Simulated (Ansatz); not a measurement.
# AlNH2F (SMILES [NH2][Al][F]) at 6 levels

Aim: a comparison of 6 runs (U-r2SCAN/STO-3G, UBLYP/STO-3G, UCAM-B3LYP/STO-3G, RPA@PBE/STO-3G, UBCCD(T)/STO-3G, UCCSDT/STO-3G) of AlNH2F. 

The results are computed with Ansatz 0.2.0.

62 further runs of the same task are left out: 3 that didn't finish, 59 set aside as unsound or not needed.

**1. The structure to begin with**

AlNH2F: 5 atoms, total charge 0, spin state doublet. As SMILES, `[NH2][Al][F]`. The H5–N1 distance was set to 2.522 Å, away from the relaxed value. At this shape a bond of the SMILES string is far longer than usual.

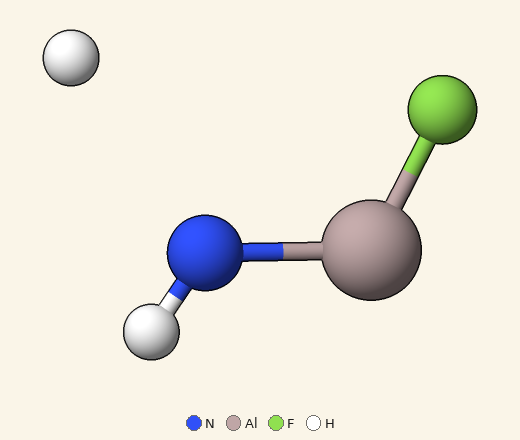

The structure, seen from a chosen angle (nitrogen blue, aluminium light grey, fluorine green, hydrogen white).

**2. The energy at U-r2SCAN/STO-3G (run 1)**

Contents of input.yaml:

```yaml
crystal:
  periodic: [false, false, false]
  atoms:
    - {symbol: N, position_ang: [-0.029202, 1.114596, 1.072092]}
    - {symbol: Al, position_ang: [0.987498, 0.332796, 2.285392]}
    - {symbol: F, position_ang: [1.584198, -1.171204, 1.925892]}
    - {symbol: H, position_ang: [-0.448802, 2.023896, 1.173192]}
    - {symbol: H, position_ang: [-0.621700, 0.088600, -1.154400]}
basis:
  gaussian:
    orbitals: STO-3G
magnetization:
  spin_polarized: true
  initial_magnetization: 1
hamiltonian:
  xc: {name: r2SCAN}
accuracy: high
```

On the command line:

```sh
$ ansatz run input.yaml --threads 1 --pin off --max-ram 2610MiB --events-out events.jsonl --progress --plain --runs-dir runs
```

Standard output:

```text
Warning: RAYON_NUM_THREADS=1 ignored (pool sized by the plan → 1); use --threads N
Functional definition: r2SCAN
  name "r2SCAN"
  parameter k0 = 0.174
  parameter k1 = 0.065
  parameter a1 = 4.9479
  exchange = r2scan_x(k0 = k0, k1 = k1, a1 = a1)
  correlation = r2scan_c
376 factors; integrals over basis functions are off by at most 2.1e-8 eV
mean field evaluation 1: about -10679.6199 eV, gradient 3.2e1 eV
mean field evaluation 2: about -10592.8437 eV, gradient 9.3e1 eV
mean field evaluation 4: about -10689.9353 eV, gradient 5.5e0 eV
mean field evaluation 8: about -10690.1353 eV, gradient 2.2e-1 eV
mean field evaluation 16: about -10690.1636 eV, gradient 8.3e-2 eV
mean field evaluation 32: about -10690.1267 eV, gradient 6.2e-1 eV
mean field -10690.16440686 eV, -392.8562958984 hartree, gradient 4.8e-8 eV, S^2 0.924858; 6 other end points of the search recorded, 0 dependent functions left out
reference -10690.16440787 eV, -392.8562959354 hartree; 16, 15 occupied and 5, 6 virtual orbitals, 376 factors
Total energy: -10690.16440787 eV, -392.8562959354 hartree
```

It took 9 s on 1 thread of Arm Neoverse V1, shared host; peak memory 0.24 GiB.

**3. The energy at UBLYP/STO-3G (run 2)**

Contents of job.yaml:

```yaml
crystal:
  periodic: [false, false, false]
  atoms:
    - {symbol: "N", position_ang: [-0.029202, 1.114596, 1.072092]}
    - {symbol: Al, position_ang: [0.987498, 0.332796, 2.285392]}
    - {symbol: F, position_ang: [1.584198, -1.171204, 1.925892]}
    - {symbol: H, position_ang: [-0.448802, 2.023896, 1.173192]}
    - {symbol: H, position_ang: [-0.621700, 0.088600, -1.154400]}
basis:
  gaussian:
    orbitals: STO-3G
magnetization:
  spin_polarized: true
  initial_magnetization: 1
hamiltonian:
  xc: {name: BLYP}
accuracy: high
```

On the command line:

```sh
$ ansatz run job.yaml --threads 1 --pin off --max-ram 2610MiB --events-out events.jsonl --progress --plain --runs-dir runs
```

Standard output:

```text
Warning: RAYON_NUM_THREADS=1 ignored (pool sized by the plan → 1); use --threads N
Functional definition: BLYP
  name "BLYP"
  parameter beta = 0.0042
  parameter a = 0.04918
  parameter b = 0.132
  parameter c = 0.2533
  parameter d = 0.349
  exchange = b88_x(beta = beta)
  correlation = lyp_c(a = a, b = b, c = c, d = d)
376 factors; integrals over basis functions are off by at most 2.1e-8 eV
mean field evaluation 1: about -10678.7736 eV, gradient 3.4e1 eV
mean field evaluation 2: about -10581.5836 eV, gradient 9.6e1 eV
mean field evaluation 4: about -10689.8807 eV, gradient 6.7e0 eV
mean field evaluation 8: about -10690.2178 eV, gradient 2.1e-1 eV
mean field evaluation 16: about -10690.1865 eV, gradient 1.7e-4 eV
mean field evaluation 32: about -10686.6649 eV, gradient 1.7e1 eV
mean field -10690.18645918 eV, -392.8571063061 hartree, gradient 1.7e-8 eV, S^2 0.774195; 7 other end points of the search recorded, 0 dependent functions left out
reference -10690.18649798 eV, -392.8571077322 hartree; 16, 15 occupied and 5, 6 virtual orbitals, 376 factors
Total energy: -10690.18649798 eV, -392.8571077322 hartree
```

It took 3.6 s on 1 thread of Arm Neoverse V1, shared host; peak memory 0.13 GiB.

Runs 3 to 5 aren't shown in full; the table further down has their settings and results.

**4. A single-point energy at UCCSDT/STO-3G (run 6)**

Contents of in.yaml:

```yaml
crystal:
  periodic: [false, false, false]
  atoms:
    - {symbol: N, position_ang: [-0.029202, 1.114596, 1.072092]}
    - {symbol: Al, position_ang: [0.987498, 0.332796, 2.285392]}
    - {symbol: F, position_ang: [1.584198, -1.171204, 1.925892]}
    - {symbol: H, position_ang: [-0.448802, 2.023896, 1.173192]}
    - {symbol: H, position_ang: [-0.621700, 0.088600, -1.154400]}
basis:
  gaussian: {orbitals: STO-3G}
correlation: {method: ccsdt, frozen_orbitals: {Al: 5, F: 1, H: 0, "N": 1}}
magnetization: {spin_polarized: true, initial_magnetization: 1}
accuracy: high
scf: {omitted_lower_state_checks: [cluster_reference, increment]}
```

On the command line:

```sh
$ ansatz run in.yaml --threads 1 --pin off --max-ram 2610MiB --events-out events.jsonl --progress --plain --runs-dir runs
```

Standard output:

```text
Warning: RAYON_NUM_THREADS=1 ignored (pool sized by the plan → 1); use --threads N
[... 17 lines left out ...]
7 core orbitals not correlated: weight in the atoms' cores, before any rotation towards them, 1.000 or more for the frozen orbitals, at most 0.000 for the correlated occupied ones
[... 178 lines left out ...]
Total energy: -10663.49497374 eV, -391.8762123083 hartree
Checks for a lower state left out: cluster_reference, increment
```

It took 6.3 s on 1 thread of Arm Neoverse V1, shared host.

**5. All runs side by side**

```
run              level  frozen core orbitals  energy (Eh)   ⟨S²⟩  wall time
  1    U-r2SCAN/STO-3G                     –  -392.856296  0.925        9 s
  2       UBLYP/STO-3G                     –  -392.857108  0.774      3.6 s
  3  UCAM-B3LYP/STO-3G                     –  -392.827998  1.112      5.1 s
  4     RPA@PBE/STO-3G                     7  -391.969484  0.773      5.1 s
  5    UBCCD(T)/STO-3G                     7  -391.875464  1.765      1.3 s
  6      UCCSDT/STO-3G                     7  -391.876212  1.765      6.3 s
```

**6. What came out**

| quantity | value |
| --- | --- |
| run 6: total energy | -391.87621 Eh |
| run 6: correlation energy (7 core orbitals frozen) | -83.3 mEh |
| run 6: ⟨S²⟩ of the reference determinant | 1.765 |
| run 6: T1 diagnostic | 0.021 |

What this shows: Totals of different functionals can't be ranked against each other. In runs 1, 2, 3, 4, 5, 6 the basis is minimal, so the values are rough. Spin contamination of the reference: run 5 ⟨S²⟩ = 1.77, run 6 ⟨S²⟩ = 1.77, run 3 ⟨S²⟩ = 1.11, run 1 ⟨S²⟩ = 0.92. Where it is this large, the reference is a mixture of spin states, and values that rest on it are in doubt. All runs together took 30 s, the longest 9 s.
